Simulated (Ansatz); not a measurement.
**Correcting a cheap level on molecular compounds of S**

The vertical ionisation energy (cation less neutral) in eV of 7 molecular compounds of S: x at PBE-D4/def2-TZVPP, y at CCSD(T)/def2-TZVPP. Shapes, held fixed at every level: PBE0-D4/def2-TZVP. Flexible molecules stand in one conformer, not always the lowest. Programs: Ansatz 0.2.0.

| molecule | x (eV) | y (eV) |
| --- | --- | --- |
| C5H12S (ethyl isopropyl sulfide) | 8.13 | 8.32 |
| C5H10S (allyl ethyl sulfide) | 8.25 | ? |
| C2H6S (dimethyl sulfide) | 8.50 | 8.64 |
| C5H13AlS (SMILES CC(C)[S][Al]([CH3])[CH3]) | 8.57 | 8.83 |
| CH4S2 (methyl hydrodisulfide) | 9.02 | 9.21 |
| CH5Cl3SSiTi (SMILES C[SiH2][S][Ti]([Cl])([Cl])[Cl]) | 9.44 | 9.82 |
| Si2SF6 (SMILES F[Si](F)(F)S[Si](F)(F)F) | 11.23 | 11.54 |

Problem. Fit y = c + s·x to the known rows and predict y for C5H10S.

Solution. 
1. Means of the 6 rows: x = 9.1483, y = 9.393.
2. Σ(Δx)² = 6.2267, Σ(Δx·Δy) = 6.5238, so the slope is 6.5238/6.2267 = 1.0477.
3. Intercept: 9.393 − (1.0477) × 9.1483 = -0.192. The largest residual of the fit is 0.12.
4. C5H10S: -0.192 + 1.0477 × 8.25 = 8.45 eV.

CCSD(T)/def2-TZVPP gives 8.47 eV, so the prediction is off by -0.02 eV, within the largest residual. Uncorrected, PBE-D4/def2-TZVPP misses C5H10S by -0.22 eV, and the other rows by 0.25 on average. The line removes about 90 % of this miss, partly by chance. Left out in turn, the other rows are missed by 0.10 eV on average, so much of the error is systematic among these molecules. Cations run unrestricted. Outer-core shells of Ti are correlated, in sets that cover them unevenly.

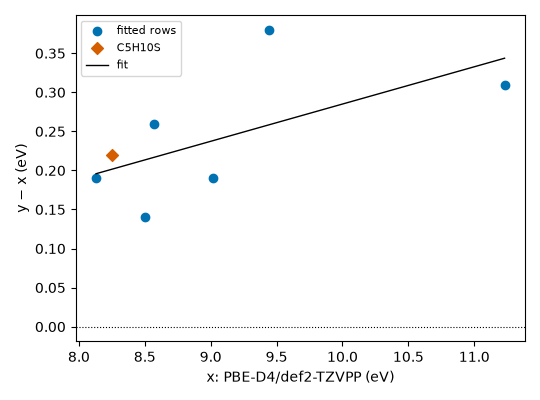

The correction y − x against x, with the fitted line and the withheld molecule.
